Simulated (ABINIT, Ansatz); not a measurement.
# A GW run on Al2O3 (Corundum) in ABINIT, with inputs changed

What do changed inputs do to GW on Al2O3 (Corundum)?

Method: PBE and many-body steps on it, plane waves, in ABINIT 10.8.3.

### Step 1. The structure

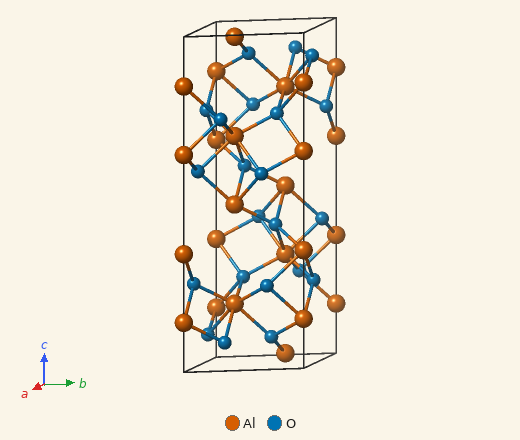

Start, viewed slightly off an axis; aluminium orange, oxygen blue. This picture shows the conventional cell, with its axes. Some periodic images of atoms are drawn too.

The cell and positions come from the Crystallography Open Database and are kept as given unless a step says otherwise.

### Step 2. Screening, 4×4×4 mesh, 127 bands, screening to 141.5 eV

This step: ABINIT 10.8.3; RPA screening on PBE, plane waves, norm-conserving pseudopotentials.

The RPA dielectric matrix is built and inverted for each q.

Contents of run.abi:

```
acell 3*1.0 Angstrom
rprim 
  2.380249999995 1.374237978213 4.331866666707
  -2.380249999995 1.374237978213 4.331866666707
  -0.000000000000 -2.748475956495 4.331866666685
ntypat 2
znucl 13 8
natom 10
typat 1 1 1 1 2 2 2 2 2 2
xred 
  0.352160000000 0.352160000000 0.352160000000
  0.147840000000 0.147840000000 0.147840000000
  0.647840000000 0.647840000000 0.647840000000
  0.852160000000 0.852160000000 0.852160000000
  0.556680000000 0.943320000000 0.250000000000
  0.250000000000 0.556680000000 0.943320000000
  0.943320000000 0.250000000000 0.556680000000
  0.443320000000 0.056680000000 0.750000000000
  0.750000000000 0.443320000000 0.056680000000
  0.056680000000 0.750000000000 0.443320000000
pp_dirpath "pseudos"
pseudos "Al.upf, O.upf"
ecut 36
ngkpt 4 4 4
nshiftk 1
shiftk 0 0 0
kptopt 1
chksymbreak 0
istwfk *1
occopt 1
irdwfk 1
optdriver 3
nband 127
ecuteps 5.2
inclvkb 2
awtr 1
symchi 1
indata_prefix "in"
outdata_prefix "out"
tmpdata_prefix "tmp"
```

The run is started by

```sh
OMP_NUM_THREADS=1 mpirun -n 4 abinit run.abi > log
```

The program printed:

```text
.Version 10.8.3 of ABINIT. v10.8.2 released Aug 2026.

 Symmetries : space group R-3 c (#167); Bravais hR (rhombohedral)
[... echo of the input left out ...]
== DATASET  1 ==================================================================
-   mpi_nproc: 4, omp_nthreads: 1 (-1 if OMP is not activated)

--- !DatasetInfo
iteration_state: {dtset: 1, }
dimensions: {natom: 10, nkpt: 13, mband: 127, nsppol: 1, nspinor: 1, nspden: 1, mpw: 5940, }
cutoff_energies: {ecut:  36.0, pawecutdg:  -1.0, }
electrons: {nelect:   4.80000000E+01, charge:   0.00000000E+00, occopt:   1.00000000E+00, tsmear:   1.00000000E-02, }

 SCREENING: Calculation of the susceptibility and dielectric matrices

 Based on a program developped by R.W. Godby, V. Olevano, G. Onida, and L. Reining.
 Incorporated in ABINIT by V. Olevano, G.-M. Rignanese, and M. Torrent.
.Using double precision arithmetic ; gwpc =  8

[... cell and pseudopotentials left out ...]
--------------------------------------------------------------------------------

 ==== K-mesh for the wavefunctions ====
 Number of points in the irreducible wedge :    13
[... list of points left out ...]
 Together with 12 symmetry operations and time-reversal symmetry
 yields    64 points in the full Brillouin Zone.

 ==== Q-mesh for the screening function ====
 Number of points in the irreducible wedge :    13
[... list of points left out ...]
 Together with 12 symmetry operations and time-reversal symmetry
 yields    64 points in the full Brillouin Zone.

 setmesh: FFT mesh size selected  =    40x   40x   40
          total number of points  =        64000

 vcoul_init : cutoff-mode = AUXILIARY_FUNCTION
 q-points for optical limit:   1
     1)      0.000010    0.000020    0.000030

- screening: taking advantage of time-reversal symmetry
- Maximum band index for partially occupied states nbvw = 24
- Remaining bands to be divided among processors   nbcw = 103
- Number of bands treated by each node ~25

 Number of electrons calculated from density =   48.0000; Expected =   48.0000
 average of density, n =  0.083663
 r_s =    1.4184
 omega_plasma =   27.9012 [eV]

 calculating chi0 at frequencies [eV] :
  1    0.000000E+00    0.000000E+00
  2    0.000000E+00    2.790117E+01

--------------------------------------------------------------------------------
  q-point number  1        q = ( 0.000000, 0.000000, 0.000000) [r.l.u.]
--------------------------------------------------------------------------------
[... chi0 elements left out ...]
 For q-point:  0.000010 0.000020 0.000030
  dielectric constant =   3.0310
  dielectric constant without local fields =   3.2465

  Average fulfillment of the sum rule on Im[epsilon] for q-point    1 :     56.41  [%]
[... wings left out ...]
  q-point number  2        q = ( 0.250000, 0.000000, 0.000000) [r.l.u.]
--------------------------------------------------------------------------------
[... chi0 elements left out ...]
  Average fulfillment of the sum rule on Im[epsilon] for q-point    2 :     67.51  [%]

 [... 11 further q-points ...]
```

The job ended after 6.3 min (4 MPI ranks of Arm Neoverse V1, shared host; peak memory 3.3 GiB).

This step gave:

```
ε∞ with local fields, on this mesh, along the program's q direction : 3.031
the same without local fields                                       : 3.247
plasma frequency                                                    : 27.90 eV
plane waves in the screening matrix                                 : 321
```

Local fields lower ε∞ by 7 %.

### Step 3. Base

The self-energy is evaluated for the states that the input lists, and the levels follow from it, in one-shot runs by the linearised quasiparticle equation.

This step: G0W0 on PBE, plane waves, norm-conserving pseudopotentials.

run.abi, as its differences from that of step 2:

```diff
@@ -31,8 +31,15 @@
 irdwfk 1
-optdriver 3
+optdriver 4
 nband 127
+gwcalctyp 0
+ecutsigx 36
+symsigma 1
+nkptgw 1
+kptgw 
+  0.0000000000 0.0000000000 0.0000000000
+bdgw 
+  22 26
 ecuteps 5.2
-inclvkb 2
-awtr 1
-symchi 1
+irdscr 1
+ppmodel 1
 indata_prefix "in"
```

The program printed:

```text
.Version 10.8.3 of ABINIT. v10.8.2 released Aug 2026.

 Symmetries : space group R-3 c (#167); Bravais hR (rhombohedral)
[... echo of the input left out ...]
== DATASET  1 ==================================================================
-   mpi_nproc: 4, omp_nthreads: 1 (-1 if OMP is not activated)

--- !DatasetInfo
iteration_state: {dtset: 1, }
dimensions: {natom: 10, nkpt: 13, mband: 127, nsppol: 1, nspinor: 1, nspden: 1, mpw: 5940, }
cutoff_energies: {ecut:  36.0, pawecutdg:  -1.0, }
electrons: {nelect:   4.80000000E+01, charge:   0.00000000E+00, occopt:   1.00000000E+00, tsmear:   1.00000000E-02, }

 SIGMA: Calculation of the GW corrections

 Based on a program developped by R.W. Godby, V. Olevano, G. Onida, and L. Reining.
 Incorporated in ABINIT by V. Olevano, G.-M. Rignanese, and M. Torrent.
.Using double precision arithmetic ; gwpc =  8

[... cell and pseudopotentials left out ...]
--------------------------------------------------------------------------------

 ==== K-mesh for the wavefunctions ====
 Number of points in the irreducible wedge :    13
[... list of points left out ...]
 Together with 12 symmetry operations and time-reversal symmetry
 yields    64 points in the full Brillouin Zone.

 ==== Q-mesh for screening function ====
 Number of points in the irreducible wedge :    13
[... list of points left out ...]
 Together with 12 symmetry operations and time-reversal symmetry
 yields    64 points in the full Brillouin Zone.

 vcoul_init : cutoff-mode = AUXILIARY_FUNCTION
 q-points for optical limit:   1
     1)      0.000010    0.000020    0.000030
 setmesh: FFT mesh size selected  =    54x   54x   54
          total number of points  =       157464

 Number of electrons calculated from density =   48.0000; Expected =   48.0000
 average of density, n =  0.083663
 r_s =    1.4184
 omega_plasma =   27.9012 [eV]

 === KS Band Gaps ===
  >>>> For spin  1
   Minimum direct gap =   6.2663 [eV], located at k-point      :   0.0000  0.0000  0.0000
   Fundamental gap    =   6.2663 [eV], Top of valence bands at :   0.0000  0.0000  0.0000
                                       Bottom of conduction at :   0.0000  0.0000  0.0000
 SIGMA fundamental parameters:
 PLASMON POLE MODEL  1
 number of plane-waves for SigmaX                 5879
 number of plane-waves for SigmaC and W            321
 number of plane-waves for wavefunctions          5879
 number of bands                                   127
 number of independent spin polarizations            1
 number of spinorial components                      1
 number of k-points in IBZ                          13
 number of q-points in IBZ                          13
 number of symmetry operations                      12
 number of k-points in BZ                           64
 number of q-points in BZ                           64
 number of frequencies for dSigma/dE                 9
 frequency step for dSigma/dE [eV]                0.25
 number of omega for Sigma on real axis              0
 max omega for Sigma on real axis  [eV]           0.00
 zcut for avoiding poles [eV]                     0.10

 EPSILON^-1 parameters (SCR file):
 dimension of the eps^-1 matrix on file            321
 dimension of the eps^-1 matrix used               321
 number of plane-waves for wavefunctions          5879
 number of bands                                   127
 number of q-points in IBZ                          13
 number of frequencies                               2
 number of real frequencies                          1
 number of imag frequencies                          1

 matrix elements of self-energy operator (all in [eV])

 Perturbative Calculation

--- !SelfEnergy_ee
iteration_state: {dtset: 1, }
kpoint     : [   0.000,    0.000,    0.000, ]
spin       : 1
KS_gap     :    6.266
QP_gap     :    8.454
Delta_QP_KS:    2.187
data: !SigmaeeData |
     Band     E0 <VxcDFT>   SigX SigC(E0)      Z dSigC/dE  Sig(E)    E-E0       E
       22   5.137 -20.467 -25.963   4.416   0.818  -0.222 -21.350  -0.883   4.254
       23   5.137 -20.467 -25.963   4.416   0.818  -0.222 -21.350  -0.883   4.254
       24   5.182 -20.398 -25.833   4.364   0.819  -0.222 -21.274  -0.877   4.305
       25  11.448 -13.779  -8.892  -3.352   0.854  -0.170 -12.468   1.311  12.759
       26  14.369 -11.424  -6.101  -3.774   0.862  -0.160 -10.089   1.334  15.704

== END DATASET(S) ==============================================================
================================================================================

 -outvars: echo values of variables after computation  --------
           etotal      0.0000000000E+00
            nband         127
             nkpt          13
          spgroup         167
 [... the other variables as echoed above ...]

 Calculation completed.
```

It took 15 s on 4 MPI ranks; peak memory 2.1 GiB.

This step gave:

* G0W0 gap on the points computed: 8.454 eV
* starting gap on the mesh: 6.266 eV
* k of the valence top: 0, 0, 0
* k of the conduction bottom: 0, 0, 0
* Z at the valence top: 0.819
* Z at the conduction bottom: 0.854
* least direct G0W0 gap on the computed points: 8.454 eV

The gap on the mesh goes from 6.27 eV to 8.45 eV, a correction of +2.19 eV.

### Step 4. Scissors in G

run.abi, as its differences from that of step 3:

```diff
@@ -44,2 +44,3 @@
 ppmodel 1
+mbpt_sciss 0.5 eV
 indata_prefix "in"
```

The program printed:

```text
.Version 10.8.3 of ABINIT. v10.8.2 released Aug 2026.

 Symmetries : space group R-3 c (#167); Bravais hR (rhombohedral)
[... echo of the input left out ...]
== DATASET  1 ==================================================================
-   mpi_nproc: 4, omp_nthreads: 1 (-1 if OMP is not activated)

--- !DatasetInfo
iteration_state: {dtset: 1, }
dimensions: {natom: 10, nkpt: 13, mband: 127, nsppol: 1, nspinor: 1, nspden: 1, mpw: 5940, }
cutoff_energies: {ecut:  36.0, pawecutdg:  -1.0, }
electrons: {nelect:   4.80000000E+01, charge:   0.00000000E+00, occopt:   1.00000000E+00, tsmear:   1.00000000E-02, }

 SIGMA: Calculation of the GW corrections

 Based on a program developped by R.W. Godby, V. Olevano, G. Onida, and L. Reining.
 Incorporated in ABINIT by V. Olevano, G.-M. Rignanese, and M. Torrent.
.Using double precision arithmetic ; gwpc =  8

[... cell and pseudopotentials left out ...]
--------------------------------------------------------------------------------

 ==== K-mesh for the wavefunctions ====
 Number of points in the irreducible wedge :    13
[... list of points left out ...]
 Together with 12 symmetry operations and time-reversal symmetry
 yields    64 points in the full Brillouin Zone.

 ==== Q-mesh for screening function ====
 Number of points in the irreducible wedge :    13
[... list of points left out ...]
 Together with 12 symmetry operations and time-reversal symmetry
 yields    64 points in the full Brillouin Zone.

 vcoul_init : cutoff-mode = AUXILIARY_FUNCTION
 q-points for optical limit:   1
     1)      0.000010    0.000020    0.000030
 setmesh: FFT mesh size selected  =    54x   54x   54
          total number of points  =       157464

 Number of electrons calculated from density =   48.0000; Expected =   48.0000
[...]
number of symmetry operations                      12
 number of k-points in BZ                           64
 number of q-points in BZ                           64
 number of frequencies for dSigma/dE                 9
 frequency step for dSigma/dE [eV]                0.25
 number of omega for Sigma on real axis              0
 max omega for Sigma on real axis  [eV]           0.00
 zcut for avoiding poles [eV]                     0.10
 scissor energy [eV]                              0.50

 EPSILON^-1 parameters (SCR file):
 dimension of the eps^-1 matrix on file            321
 dimension of the eps^-1 matrix used               321
 number of plane-waves for wavefunctions          5879
 number of bands                                   127
 number of q-points in IBZ                          13
 number of frequencies                               2
 number of real frequencies                          1
 number of imag frequencies                          1

 matrix elements of self-energy operator (all in [eV])

 Perturbative Calculation

--- !SelfEnergy_ee
iteration_state: {dtset: 1, }
kpoint     : [   0.000,    0.000,    0.000, ]
spin       : 1
KS_gap     :    6.266
QP_gap     :    8.502
Delta_QP_KS:    2.236
data: !SigmaeeData |
     Band     E0 <VxcDFT>   SigX SigC(E0)      Z dSigC/dE  Sig(E)    E-E0       E
       22   5.137 -20.467 -25.963   4.431   0.818  -0.222 -21.338  -0.871   4.266
       23   5.137 -20.467 -25.963   4.431   0.818  -0.222 -21.338  -0.871   4.266
       24   5.182 -20.398 -25.833   4.380   0.819  -0.221 -21.262  -0.864   4.317
       25  11.448 -13.779  -8.892  -3.367   0.855  -0.170 -12.407   1.371  12.819
       26  14.369 -11.424  -6.101  -3.783   0.862  -0.160 -10.027   1.396  15.765

== END DATASET(S) ==============================================================
================================================================================

 -outvars: echo values of variables after computation  --------
           etotal      0.0000000000E+00
            nband         127
             nkpt          13
          spgroup         167
 [... the other variables as echoed above ...]

 Calculation completed.
```

Elapsed: 15 s, on 4 MPI ranks; peak memory 2.1 GiB; 60 s of CPU time.

This step gave:

| Item | Value |
| --- | --- |
| G0W0 gap on the points computed | 8.502 eV |
| starting gap on the mesh | 6.266 eV |
| k of the valence top | 0, 0, 0 |
| k of the conduction bottom | 0, 0, 0 |
| Z at the valence top | 0.819 |
| Z at the conduction bottom | 0.855 |
| least direct G0W0 gap on the computed points | 8.502 eV |

### Step 5. Screening cutoff above the file's

run.abi, as its differences from that of step 4:

```diff
@@ -41,6 +41,5 @@
   22 26
-ecuteps 5.2
+ecuteps 20.8
 irdscr 1
 ppmodel 1
-mbpt_sciss 0.5 eV
 indata_prefix "in"
```

The program printed:

```text
.Version 10.8.3 of ABINIT. v10.8.2 released Aug 2026.

 Symmetries : space group R-3 c (#167); Bravais hR (rhombohedral)
[... echo of the input left out ...]
== DATASET  1 ==================================================================
-   mpi_nproc: 4, omp_nthreads: 1 (-1 if OMP is not activated)

--- !DatasetInfo
iteration_state: {dtset: 1, }
dimensions: {natom: 10, nkpt: 13, mband: 127, nsppol: 1, nspinor: 1, nspden: 1, mpw: 5940, }
cutoff_energies: {ecut:  36.0, pawecutdg:  -1.0, }
electrons: {nelect:   4.80000000E+01, charge:   0.00000000E+00, occopt:   1.00000000E+00, tsmear:   1.00000000E-02, }

 SIGMA: Calculation of the GW corrections

 Based on a program developped by R.W. Godby, V. Olevano, G. Onida, and L. Reining.
 Incorporated in ABINIT by V. Olevano, G.-M. Rignanese, and M. Torrent.
.Using double precision arithmetic ; gwpc =  8

[... cell and pseudopotentials left out ...]
--------------------------------------------------------------------------------

 ==== K-mesh for the wavefunctions ====
 Number of points in the irreducible wedge :    13
[... list of points left out ...]
 Together with 12 symmetry operations and time-reversal symmetry
 yields    64 points in the full Brillouin Zone.

 ==== Q-mesh for screening function ====
 Number of points in the irreducible wedge :    13
[... list of points left out ...]
 Together with 12 symmetry operations and time-reversal symmetry
 yields    64 points in the full Brillouin Zone.

 vcoul_init : cutoff-mode = AUXILIARY_FUNCTION
 q-points for optical limit:   1
     1)      0.000010    0.000020    0.000030
 setmesh: FFT mesh size selected  =    54x   54x   54
          total number of points  =       157464

 Number of electrons calculated from density =   48.0000; Expected =   48.0000
[...]
number of q-points in IBZ                          13
 number of symmetry operations                      12
 number of k-points in BZ                           64
 number of q-points in BZ                           64
 number of frequencies for dSigma/dE                 9
 frequency step for dSigma/dE [eV]                0.25
 number of omega for Sigma on real axis              0
 max omega for Sigma on real axis  [eV]           0.00
 zcut for avoiding poles [eV]                     0.10

 EPSILON^-1 parameters (SCR file):
 dimension of the eps^-1 matrix on file            321
 dimension of the eps^-1 matrix used               321
 number of plane-waves for wavefunctions          5879
 number of bands                                   127
 number of q-points in IBZ                          13
 number of frequencies                               2
 number of real frequencies                          1
 number of imag frequencies                          1

 matrix elements of self-energy operator (all in [eV])

 Perturbative Calculation

--- !SelfEnergy_ee
iteration_state: {dtset: 1, }
kpoint     : [   0.000,    0.000,    0.000, ]
spin       : 1
KS_gap     :    6.266
QP_gap     :    8.454
Delta_QP_KS:    2.187
data: !SigmaeeData |
     Band     E0 <VxcDFT>   SigX SigC(E0)      Z dSigC/dE  Sig(E)    E-E0       E
       22   5.137 -20.467 -25.963   4.416   0.818  -0.222 -21.350  -0.883   4.254
       23   5.137 -20.467 -25.963   4.416   0.818  -0.222 -21.350  -0.883   4.254
       24   5.182 -20.398 -25.833   4.364   0.819  -0.222 -21.274  -0.877   4.305
       25  11.448 -13.779  -8.892  -3.352   0.854  -0.170 -12.468   1.311  12.759
       26  14.369 -11.424  -6.101  -3.774   0.862  -0.160 -10.089   1.334  15.704

== END DATASET(S) ==============================================================
================================================================================

 -outvars: echo values of variables after computation  --------
           etotal      0.0000000000E+00
            nband         127
             nkpt          13
          spgroup         167
 [... the other variables as echoed above ...]

 Calculation completed.
```

Run time: 15 s. Hardware: 4 MPI ranks; peak memory 2.1 GiB.

The run ended normally, though the input holds a fault or crude settings.

The fault put into this input: screening cutoff above the file's. It printed a gap of 8.45 eV, the value of the sound run: the program fell back on what its files hold, so an unchanged gap is no proof of convergence.

### Step 6. Side by side

Times are wall times on 4 MPI ranks of Arm Neoverse V1, shared host, good to a factor of about two. A run's time includes the screening step that it read.

```csv
run,mesh,bands,screening cutoff (eV),DFT gap (eV),gap on the mesh (eV),direct (eV),ε∞ used,time
base,4×4×4,127,141.5,6.266,8.454,8.454,3.03,6.6 min
scissors in G,4×4×4,127,141.5,6.266,8.502,8.502,3.03,6.6 min
```

### Step 7. Results

- base: 8.454 eV
- scissors in G: 8.502 eV
- known limits: not at the basis limit

In words: Scissors in G: +0.048 eV against base (keys changed: mbpt_sciss). Bands and cutoff are finite, so the gap is not at the basis limit. The miss can reach some tenths of an eV and take either sign; the mesh is an error of its own. In the G0W0 runs levels were corrected at 1 k point alone, so a gap called «on the mesh» is the least over those, and an edge elsewhere would be missed.

[Paths, hosts, dates, memory and timing lines, banners, echoed tables and standing remarks are left out of the program output.]

[Logs are printed without paths, hosts, clocks, repeated set-up lines and the standing remarks that a program may print on its own settings, such as how far it seeks lower states.]

[Runs of the session that timed out or met a known fault of the program may be left out.]

[Hosts, paths, dates, database ids (printed as entryN), source tags and the programs' standing remarks are cut or masked in the printed files.]

[G0W0 gaps are taken among the corrected bands and points alone; a level outside them can change the order at an edge.]

[Where Ansatz stands beside ABINIT at settings called matched, ABINIT's density can come from a denser mesh and the files from another edition; pairs whose starting gaps differed by over 0.03 eV were left out, so agreement reads better than it is.]
